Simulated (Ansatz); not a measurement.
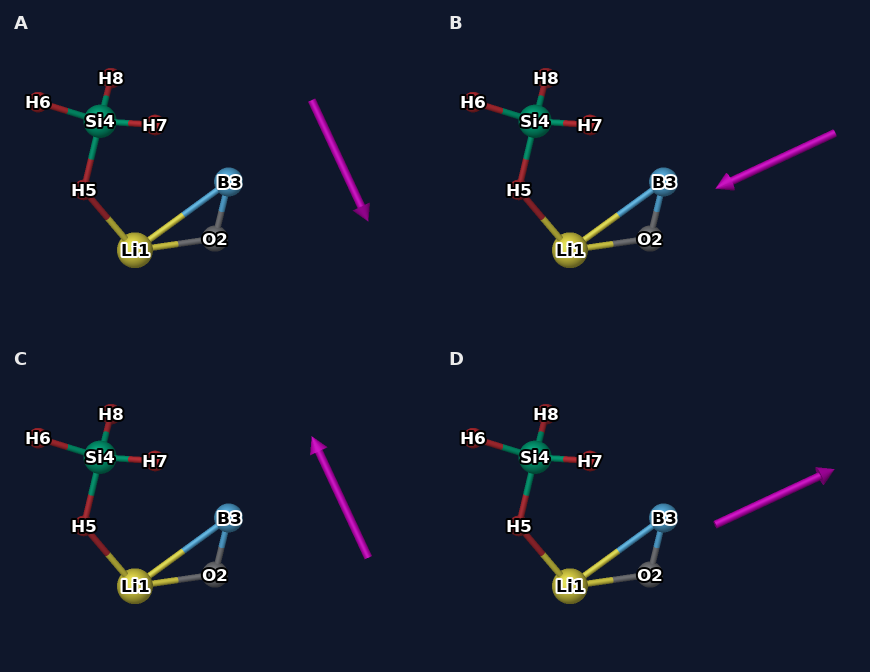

The same molecule four times, each with an arrow. Computed geometry: PBE0-D4/def2-TZVP optimisation. No frequency run is at hand to confirm it as a minimum. Level of theory: RKS PBE0-D4/def2-TZVP (Ansatz 0.2.0).

Which arrow points along the dipole moment, from the negative to the positive end?

B. The dipole moment is 6.23 D; it points from the side of B3 to the side of H6 (the outermost atoms at the two ends).
